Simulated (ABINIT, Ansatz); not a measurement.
# Au2S (Fm-3m): zone-centre phonons

Aim: the zone-centre modes of Au2S (Fm-3m).

Main program and level: ABINIT 10.8.3; DFT LDA, scalar-relativistic, plane waves, PseudoDojo norm-conserving pseudopotentials.

The structure was built from a prototype and need not be the compound's stable phase.

## (1) Set-up

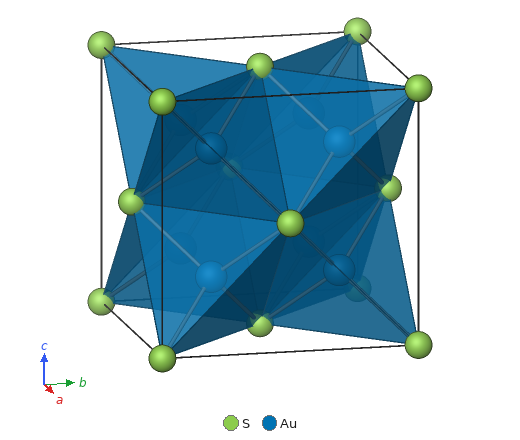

The cell as given, slightly off an axis (sulfur green, gold blue). This picture shows the conventional cell, with its axes. Some periodic images of atoms are drawn too.

## (2) Relaxing the cell and atoms

The harmonic expansion needs vanishing forces, and a free crystal bears no stress, so cell and atoms are brought to rest. Stress is more sensitive to the basis than forces are: the last 3 Ha under the cutoff are smoothed with ecutsm, and the cutoff is raised above that of the later runs.

The starting cell comes from a relaxation made beforehand in Ansatz (LDA, PseudoDojo NC).

relax.abi reads:

```
# relaxation
ionmov 2
optcell 2
dilatmx 1.08
ntime 40
tolmxf 1.0d-05
tolvrs 1.0d-14
prtwf 0
prtden 0
chksymtnons 0

# basis, mesh and filling
ecut 40.0
ecutsm 3.0
ngkpt 10 10 10
nshiftk 1
shiftk 0.0 0.0 0.0
istwfk *1
occopt 3
tsmear 0.01
nband 31
nstep 100
diemac 1000000.0
prtebands 0
prtgsr 0
useylm 1

# cell and atoms
acell 8.061316806 8.061316806 8.061316806
rprim 
    0.0 0.7071067812 0.7071067812
    0.7071067812 0.0 0.7071067812
    0.7071067812 0.7071067812 0.0
ntypat 2
znucl 16 79
natom 3
typat 1 2 2
xred 
    0.0 0.0 0.0
    0.25 0.25 0.25
    0.75 0.75 0.75
pp_dirpath "./pseudo"
pseudos "S.upf, Au.upf"
```

The run is started by

```sh
> OMP_NUM_THREADS=1 mpirun -n 4 abinit relax.abi > relax.log
```

Numbers of over 12 decimals in the logs are rounded to 6 here.

relax.abo, the main output file:

```text
[banners, grids, parts of the stress and lines that vanish by symmetry left out]
- input  file    -> relax.abi
- output file    -> relax.abo
- root for input  files -> relaxi
[...]
Symmetries : space group Fm -3 m (#225); Bravais cF (face-center cubic)
[...]
mpw =        5685          nfft =      125000          nkpt =          47
[...]
== DATASET  1 ==================================================================
[...]
cutoff_energies: {ecut:  40.0, pawecutdg:  -1.0, }
[...]
ETOT  1  -305.89932524281    -3.059E+02 1.280E-01 4.172E+02
 ETOT  2  -306.06867030785    -1.693E-01 1.640E-02 4.352E+02
 ETOT  3  -306.12512275250    -5.645E-02 3.050E-03 1.273E-01
 ETOT  4  -306.12516048102    -3.773E-05 2.060E-03 5.520E-03
 ETOT  5  -306.12516067543    -1.944E-07 1.660E-03 5.488E-04
[...]
At SCF step   11       vres2   =  2.41E-16 < tolvrs=  1.00E-14 =>converged.
[...]
sigma(1 1)= -7.16838299E-06  sigma(3 2)=  0.00000000E+00
  sigma(2 2)= -7.16838299E-06  sigma(3 1)=  0.00000000E+00
  sigma(3 3)= -7.16838299E-06  sigma(2 1)=  0.00000000E+00
[...]
convergence: {deltae:  2.785E-12, res2:  2.407E-16, residm:  2.970E-04, diffor: null, }
etotal    :  -3.06125161E+02
[...]
ETOT  1  -306.12509967912    -3.061E+02 1.503E-04 4.978E-01
[...]
At SCF step    9       vres2   =  3.72E-15 < tolvrs=  1.00E-14 =>converged.
[...]
sigma(1 1)= -4.52949842E-06  sigma(3 2)=  0.00000000E+00
  sigma(2 2)= -4.52949842E-06  sigma(3 1)=  0.00000000E+00
  sigma(3 3)= -4.52949842E-06  sigma(2 1)=  0.00000000E+00
[...]
convergence: {deltae:  1.080E-11, res2:  3.723E-15, residm:  3.119E-05, diffor: null, }
etotal    :  -3.06125162E+02
[...]
ETOT  1  -306.12497747613    -3.061E+02 2.210E-05 1.477E+00
[...]
ETOT  9  -306.12516308265    -5.969E-12 1.240E-05 1.261E-14
 ETOT 10  -306.12516308266    -7.446E-12 1.411E-05 1.945E-17
 At SCF step   10       vres2   =  1.95E-17 < tolvrs=  1.00E-14 =>converged.
[...]
sigma(1 1)= -1.42344798E-08  sigma(3 2)=  0.00000000E+00
  sigma(2 2)= -1.42344798E-08  sigma(3 1)=  0.00000000E+00
  sigma(3 3)= -1.42344798E-08  sigma(2 1)=  0.00000000E+00
[...]
convergence: {deltae: -7.446E-12, res2:  1.945E-17, residm:  1.411E-05, diffor: null, }
etotal    :  -3.06125163E+02
[...]
At Broyd/MD step   3, gradients are converged :
[...]
sigma(1 1)= -1.42344798E-08  sigma(3 2)=  0.00000000E+00
  sigma(2 2)= -1.42344798E-08  sigma(3 1)=  0.00000000E+00
  sigma(3 3)= -1.42344798E-08  sigma(2 1)=  0.00000000E+00
[...]
- sigma(1 1)= -4.18792854E-04  sigma(3 2)=  0.00000000E+00
- sigma(2 2)= -4.18792854E-04  sigma(3 1)=  0.00000000E+00
- sigma(3 3)= -4.18792854E-04  sigma(2 1)=  0.00000000E+00
[...]
fcart      2.1514985483E-31  2.1514985483E-31 -2.7662124192E-31
           strten     -1.4234479782E-08 -1.4234479779E-08 -1.4234479779E-08
================================================================================

[key lines of the parts left out:]
pressure_GPa:   4.1879E-04
Total energy (etotal) [Ha]= -3.06125163082655E+02
```

It took 2.9 min on 4 MPI ranks of Intel Xeon 6975P-C (Granite Rapids), shared host.

Little changed from the start: no atom moved by 0.005 Å and no cell edge by 0.1 %.

Read from the output:

- volume per atom: 18.33 Å³
- pressure: 4.19e-4 GPa
- gap on the k-mesh: 0 eV

## (3) Self-consistent run for the response

First-order wavefunctions inherit every error of the ground state, hence the very tight tolvrs. Occupations are smeared.

gs.abi reads:

```
# ground state
tolvrs 1.0d-16
prtden 1
prtwf 1

# basis, mesh and filling
ecut 32.0
ngkpt 10 10 10
nshiftk 1
shiftk 0.0 0.0 0.0
istwfk *1
occopt 3
tsmear 0.01
nband 31
nstep 100
diemac 1000000.0
prtebands 0
prtgsr 0
useylm 1

# cell and atoms
acell 8.066031251 8.066031251 8.066031251
rprim 
    0.0 0.7071067812 0.7071067812
    0.7071067812 0.0 0.7071067812
    0.7071067812 0.7071067812 0.0
ntypat 2
znucl 16 79
natom 3
typat 1 2 2
xred 
    0.0 0.0 0.0
    0.25 0.25 0.25
    0.75 0.75 0.75
pp_dirpath "./pseudo"
pseudos "S.upf, Au.upf"
```

The run is started by

```sh
> OMP_NUM_THREADS=1 mpirun -n 4 abinit gs.abi > gs.log
```

gs.abo, the main output file:

```text
[banners, grids, parts of the stress and lines that vanish by symmetry left out]
- input  file    -> gs.abi
- output file    -> gs.abo
- root for input  files -> gsi
[...]
Symmetries : space group Fm -3 m (#225); Bravais cF (face-center cubic)
[...]
mpw =        3250          nfft =       91125          nkpt =          47
[...]
== DATASET  1 ==================================================================
[...]
cutoff_energies: {ecut:  32.0, pawecutdg:  -1.0, }
[...]
ETOT  1  -305.90437868228    -3.059E+02 1.337E-01 3.221E+02
 ETOT  2  -306.06072785354    -1.563E-01 2.528E-02 3.561E+02
 ETOT  3  -306.12414878132    -6.342E-02 3.456E-03 6.115E-02
 ETOT  4  -306.12418054655    -3.177E-05 3.076E-03 4.790E-03
 ETOT  5  -306.12418090954    -3.630E-07 7.831E-03 5.641E-04
[...]
ETOT 11  -306.12418099432     8.640E-12 1.741E-04 6.823E-16
 ETOT 12  -306.12418099431     8.413E-12 1.514E-04 4.491E-18
 At SCF step   12       vres2   =  4.49E-18 < tolvrs=  1.00E-16 =>converged.
[...]
sigma(1 1)=  3.43931874E-05  sigma(3 2)=  0.00000000E+00
  sigma(2 2)=  3.43931874E-05  sigma(3 1)=  0.00000000E+00
  sigma(3 3)=  3.43931874E-05  sigma(2 1)=  0.00000000E+00
[...]
convergence: {deltae:  8.413E-12, res2:  4.491E-18, residm:  1.514E-04, diffor: null, }
etotal    :  -3.06124181E+02
[...]
sigma(1 1)=  3.43931874E-05  sigma(3 2)=  0.00000000E+00
  sigma(2 2)=  3.43931874E-05  sigma(3 1)=  0.00000000E+00
  sigma(3 3)=  3.43931874E-05  sigma(2 1)=  0.00000000E+00
[...]
- sigma(1 1)=  1.01188251E+00  sigma(3 2)=  0.00000000E+00
- sigma(2 2)=  1.01188251E+00  sigma(3 1)=  0.00000000E+00
- sigma(3 3)=  1.01188251E+00  sigma(2 1)=  0.00000000E+00
[...]
fcart     -7.3765664509E-31  4.9177109673E-31 -4.9177109673E-31
           strten      3.4393187417E-05  3.4393187417E-05  3.4393187417E-05
================================================================================

[key lines of the parts left out:]
pressure_GPa:  -1.0119E+00
```

Wall time 61 s (4 MPI ranks).

Read from the output:

| Quantity | Value |
| --- | --- |
| pressure | -1.012 GPa |

The cell stands at -1.0 GPa: the relaxation ran with a smoothed and higher cutoff, and the difference is a stress of the finite basis.

## (4) Linear response at Γ

At q = 0 one unit cell holds all displacements. The response is solved for single atoms along the cell's directions, and symmetry skips those that follow from others. The crystal is treated as a metal, which screens a static field, so no field response is asked.

dfpt_gamma.abi reads:

```

# common to the responses
getwfk_filepath "gso_WFK"
kptopt 2
nqpt 1
qpt 0.0 0.0 0.0
asr 0
chneut 0

# displacements
rfphon 1
rfatpol 1 3
rfdir 1 1 1
tolvrs 1.0d-10
prtwf 0

# basis, mesh and filling
ecut 32.0
ngkpt 10 10 10
nshiftk 1
shiftk 0.0 0.0 0.0
istwfk *1
occopt 3
tsmear 0.01
nband 31
nstep 100
diemac 1000000.0
prtebands 0
prtgsr 0
useylm 1

# cell and atoms
acell 8.066031251 8.066031251 8.066031251
rprim 
    0.0 0.7071067812 0.7071067812
    0.7071067812 0.0 0.7071067812
    0.7071067812 0.7071067812 0.0
ntypat 2
znucl 16 79
natom 3
typat 1 2 2
xred 
    0.0 0.0 0.0
    0.25 0.25 0.25
    0.75 0.75 0.75
pp_dirpath "./pseudo"
pseudos "S.upf, Au.upf"
```

The run is started by

```sh
> OMP_NUM_THREADS=1 mpirun -n 4 abinit dfpt_gamma.abi > dfpt_gamma.log
```

dfpt_gamma.abo, the main output file:

```text
[banners, grids, parts of the stress and lines that vanish by symmetry left out]
- input  file    -> dfpt_gamma.abi
- output file    -> dfpt_gamma.abo
- root for input  files -> dfpt_gammai
- root for output files -> dfpt_gammao

 Symmetries : space group Fm -3 m (#225); Bravais cF (face-center cubic)
================================================================================
 Values of the parameters that define the memory need of the present run (RF).
     intxc =       0      iscf =       7    lmnmax =      25     lnmax =       7
     mgfft =      45  mpssoang =       4    mqgrid =    3001     natom =       3
  nloc_mem =       1    nspden =       1   nspinor =       1    nsppol =       1
      nsym =      48    n1xccc =    2501    ntypat =       2    occopt =       3
   xclevel =       1
-    mband =          31        mffmem =           1         mkmem =         126
-   mkqmem =         126        mk1mem =         126           mpw =        3250
      nfft =       91125          nkpt =         504
- my_mband =          31
================================================================================
================================================================================

--------------------------------------------------------------------------------
------------- Echo of variables that govern the present computation ------------
--------------------------------------------------------------------------------
-
- outvars: echo of selected default values
-   iomode0 =  0 , fftalg0 =312 , wfoptalg0 =  0
-
- outvars: echo of global parameters not present in the input file
-  max_nthreads =    1
-
 -outvars: echo values of preprocessed input variables
 [... echo left out ...]
================================================================================

 chkinp: Checking input parameters for consistency.

[...]
== DATASET  1 ==================================================================
-   mpi_nproc: 4, omp_nthreads: 1 (-1 if OMP is not activated)

--- !DatasetInfo
iteration_state: {dtset: 1, }
dimensions: {natom: 3, nkpt: 504, mband: 31, nsppol: 1, nspinor: 1, nspden: 1, mpw: 3250, }
cutoff_energies: {ecut:  32.0, pawecutdg:  -1.0, }
electrons: {nelect:   4.40000000E+01, charge:   0.00000000E+00, occopt:   3.00000000E+00, tsmear:   1.00000000E-02, }
meta: {optdriver: 1, rfphon: 1, }
...

 mkfilename: getwfk from: gso_WFK

 Real(R)+Recip(G) space primitive vectors, cartesian coordinates (Bohr,Bohr^-1):
 R(1)=  0.0000000  5.7035454  5.7035454  G(1)= -0.0876648  0.0876648  0.0876648
 R(2)=  5.7035454  0.0000000  5.7035454  G(2)=  0.0876648 -0.0876648  0.0876648
 R(3)=  5.7035454  5.7035454  0.0000000  G(3)=  0.0876648  0.0876648 -0.0876648
 Unit cell volume ucvol=  3.7107757E+02 bohr^3
 Angles (23,13,12)=  6.00000000E+01  6.00000000E+01  6.00000000E+01 degrees
 setup1 : take into account q-point for computing boxcut.

 getcut: wavevector=  0.0000  0.0000  0.0000  ngfft=  45  45  45
         ecut(hartree)=     32.000   => boxcut(ratio)=   2.14216

--- Pseudopotential description ------------------------------------------------
- pspini: atom type   1  psp file is ./pseudo/S.upf

- pspini: atom type   2  psp file is ./pseudo/Au.upf

   3.21877390E+03                                ecore*ucvol(ha*bohr**3)
--------------------------------------------------------------------------------

 ==>  initialize data related to q vector <==

 The list of irreducible perturbations for this q vector is:
    1)    idir= 1    ipert=   1
    2)    idir= 1    ipert=   2

[...]
The perturbation idir=   2  ipert=   1 is
 symmetric of a previously calculated perturbation.
 So, its SCF calculation is not needed.

 The perturbation idir=   3  ipert=   1 is
 symmetric of a previously calculated perturbation.
 So, its SCF calculation is not needed.

 The perturbation idir=   2  ipert=   2 is
 symmetric of a previously calculated perturbation.
 So, its SCF calculation is not needed.

 The perturbation idir=   3  ipert=   2 is
 symmetric of a previously calculated perturbation.
 So, its SCF calculation is not needed.

 The perturbation idir=   1  ipert=   3 is
 symmetric of a previously calculated perturbation.
 So, its SCF calculation is not needed.

 The perturbation idir=   2  ipert=   3 is
 symmetric of a previously calculated perturbation.
 So, its SCF calculation is not needed.

 The perturbation idir=   3  ipert=   3 is
 symmetric of a previously calculated perturbation.
 So, its SCF calculation is not needed.

--------------------------------------------------------------------------------
 Perturbation wavevector (in red.coord.)   0.000000  0.000000  0.000000
 Perturbation : displacement of atom   1   along direction   1
 Found     4 symmetries that leave the perturbation invariant.

[...]
dfpt_looppert : total number of electrons, from k and k+q
  fully or partially occupied states are    4.400000E+01 and    4.400000E+01.
 Initialisation of the first-order wave-functions :
  ireadwf=   0

--- !BeginCycle
iteration_state: {dtset: 1, }
solver: {iscf: 7, nstep: 100, nline: 4, wfoptalg: 0, }
tolerances: {tolvrs: 1.00E-10, }
...

     iter   2DEtotal(Ha)        deltaE(Ha) residm    vres2
-ETOT  1  -1.088120     -4.591E+02 6.608E+00 9.613E+02
 ETOT  2  -1.505149     -4.170E-01 8.808E-01 9.042E+01
 ETOT  3  -1.540267     -3.512E-02 1.771E+00 8.475E-01
 ETOT  4  -1.540481     -2.140E-04 6.499E-01 9.068E-02
 ETOT  5  -1.540509     -2.752E-05 1.193E+00 3.216E-03
[...]
At SCF step   10       vres2   =  3.39E-11 < tolvrs=  1.00E-10 =>converged.
[...]
Mean square residual over all n,k,spin=   55.618E-06; max=  18.360E-02

 Thirteen components of 2nd-order total energy (hartree) are
 1,2,3: 0th-order hamiltonian combined with 1st-order wavefunctions
     kin0=   3.67423116E+02 eigvalue=  -1.34243496E+01  local=  -2.42493404E+02
 4,5,6: 1st-order hamiltonian combined with 1st and 0th-order wfs
 loc psp =  -2.94320006E+02  Hartree=   1.06791542E+02     xc=  -3.01089828E+01
 note that "loc psp" includes a xc core correction that could be resolved
 7,8,9: eventually, occupation + non-local contributions
    edocc=   5.42266313E+01     enl0=   2.17088642E+02   enl1=  -6.24686385E+02
 1-9 gives the relaxation energy (to be shifted if some occ is /=2.0)
   erelax=  -4.59503195E+02
 10,11,12 Non-relaxation  contributions : frozen-wavefunctions and Ewald
 fr.local=   3.51727088E+00 fr.nonlo=   2.96370836E+02  Ewald=   1.67447456E+02
 13,14 Frozen wf xc core corrections (1) and (2)
 frxc 1  =  -5.42015997E+01  frxc 2 =   4.48287231E+01
 Resulting in :
 2DEtotal=   -0.1540509062E+01 Ha. Also 2DEtotal=   -0.419193871007E+02 eV
    (2DErelax=   -4.5950319549E+02 Ha. 2DEnonrelax=    4.5796268643E+02 Ha)
    (  non-var. 2DEtotal :   -1.5405087445E+00 Ha)

[...]
Perturbation wavevector (in red.coord.)   0.000000  0.000000  0.000000
 Perturbation : displacement of atom   2   along direction   1
 Found     2 symmetries that leave the perturbation invariant.

--------------------------------------------------------------------------------

--------------------------------------------------------------------------------

 dfpt_looppert : total number of electrons, from k and k+q
  fully or partially occupied states are    4.400000E+01 and    4.400000E+01.
 Initialisation of the first-order wave-functions :
  ireadwf=   0

--- !BeginCycle
iteration_state: {dtset: 1, }
solver: {iscf: 7, nstep: 100, nline: 4, wfoptalg: 0, }
tolerances: {tolvrs: 1.00E-10, }
...

     iter   2DEtotal(Ha)        deltaE(Ha) residm    vres2
-ETOT  1   3.305947     -8.811E+03 7.298E+00 1.199E+03
[...]
ETOT 11  0.370484     -2.055E-10 1.005E-02 5.643E-10
 ETOT 12  0.370484      1.728E-10 1.537E-02 1.943E-11

 At SCF step   12       vres2   =  1.94E-11 < tolvrs=  1.00E-10 =>converged.
[...]
Mean square residual over all n,k,spin=   29.465E-07; max=  15.372E-03

 Thirteen components of 2nd-order total energy (hartree) are
 1,2,3: 0th-order hamiltonian combined with 1st-order wavefunctions
     kin0=   8.41375747E+03 eigvalue=   4.44560529E+02  local=  -4.93658577E+03
 4,5,6: 1st-order hamiltonian combined with 1st and 0th-order wfs
 loc psp =  -1.29129470E+04  Hartree=   3.53061295E+03     xc=  -4.42033042E+02
 note that "loc psp" includes a xc core correction that could be resolved
 7,8,9: eventually, occupation + non-local contributions
    edocc=   2.85206822E+02     enl0=   1.51885750E+03   enl1=  -4.71580588E+03
 1-9 gives the relaxation energy (to be shifted if some occ is /=2.0)
   erelax=  -8.81437646E+03
 10,11,12 Non-relaxation  contributions : frozen-wavefunctions and Ewald
 fr.local=   6.01484931E+03 fr.nonlo=   2.36550949E+03  Ewald=   3.48848867E+02
 13,14 Frozen wf xc core corrections (1) and (2)
 frxc 1  =  -7.05752409E+02  frxc 2 =   7.91291681E+02
 Resulting in :
 2DEtotal=    0.3704835547E+00 Ha. Also 2DEtotal=    0.100813711056E+02 eV
    (2DErelax=   -8.8143764552E+03 Ha. 2DEnonrelax=    8.8147469388E+03 Ha)
    (  non-var. 2DEtotal :    3.7048147239E-01 Ha)

[...]
---- first-order wavefunction calculations are completed ----

 ==> Compute Derivative Database <==

 [... matrices left out ...]
  Phonon wavevector (reduced coordinates) :  0.00000  0.00000  0.00000
 Phonon energies in Hartree :
  -6.619184E-04 -6.619184E-04 -6.619184E-04 -1.648386E-05 -1.648386E-05
  -1.648386E-05  2.550163E-04  2.550163E-04  2.550163E-04
 Phonon frequencies in cm-1    :
- -1.452743E+02 -1.452743E+02 -1.452743E+02 -3.617789E+00 -3.617789E+00
- -3.617789E+00  5.596961E+01  5.596961E+01  5.596961E+01

== END DATASET(S) ==============================================================
================================================================================

 -outvars: echo values of variables after computation
            acell      8.0660312510E+00  8.0660312510E+00  8.0660312510E+00 Bohr
           etotal      3.7048355473E-01
            fcart      0.0000000000E+00  0.0000000000E+00  0.0000000000E+00
           strten      0.0000000000E+00  0.0000000000E+00  0.0000000000E+00
================================================================================
```

Elapsed: 7.4 min, on 4 MPI ranks.

Read from the output:

- largest acoustic frequency at the zone centre before the sum rule: -3.62 cm⁻¹
- highest optical zone-centre mode (no LO-TO term): 55.97 cm⁻¹
- lowest optical zone-centre mode: -145.3 cm⁻¹

The acoustic modes at Γ come out as far as 3.6 cm⁻¹ from zero, where they should vanish, a small numerical error. The lowest optical mode is imaginary, 145i cm⁻¹, an instability at this level and on this k mesh.

(Continued in part 2 of 3.)

[Host names and launcher messages were left out of these logs when they were recorded.]

[Logs are printed without paths, hosts, clocks, repeated set-up lines and the standing remarks that a program may print on its own settings, such as how far it seeks lower states.]

[Hosts, paths, dates, database ids (printed as entryN), source tags and the programs' standing remarks are cut or masked in the printed files.]
